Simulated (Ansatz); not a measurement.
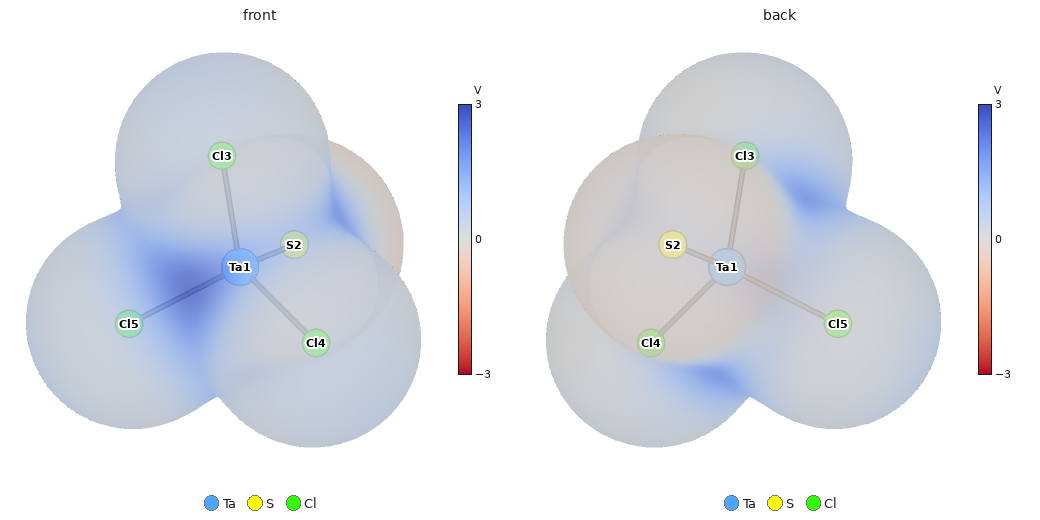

Cl3STa. The molecular electrostatic potential painted on the density surface at 0.002 e/bohr³, seen from the front and from behind; red is negative and blue positive.

Geometry: r2SCAN-D4/def2-SVP; core potentials replace the inner electrons of Ta.

Theory: RKS PBE0-D4/def2-TZVP (Ansatz).

Input file:

```
crystal:
  periodic: [false, false, false]
  atoms:
    - {symbol: Ta, position_ang: [-0.000373, 0.000091, -0.011306]}
    - {symbol: S, position_ang: [0.010546, -0.016319, 2.140973]}
    - {symbol: Cl, position_ang: [2.176494, 0.009875, -0.720535]}
    - {symbol: Cl, position_ang: [-1.097138, 1.891690, -0.690166]}
    - {symbol: Cl, position_ang: [-1.089530, -1.885336, -0.718965]}
basis:
  gaussian: {orbitals: def2-TZVP, initial_orbitals: start.molden}
hamiltonian: {xc: pbe0, dispersion: d4}
scf: {omitted_lower_state_checks: [starts]}
output: {orbitals: {seedname: orbitals}}
```

Run with:

```sh
ansatz run in.yaml --threads 4 --pin off --events-out ev --progress --plain --max-ram 3916MiB
```

> Where is the surface potential most negative and most positive?

The most negative region (about −0.2 V) lies over S2, the most positive (about +2.3 V) over Ta1.
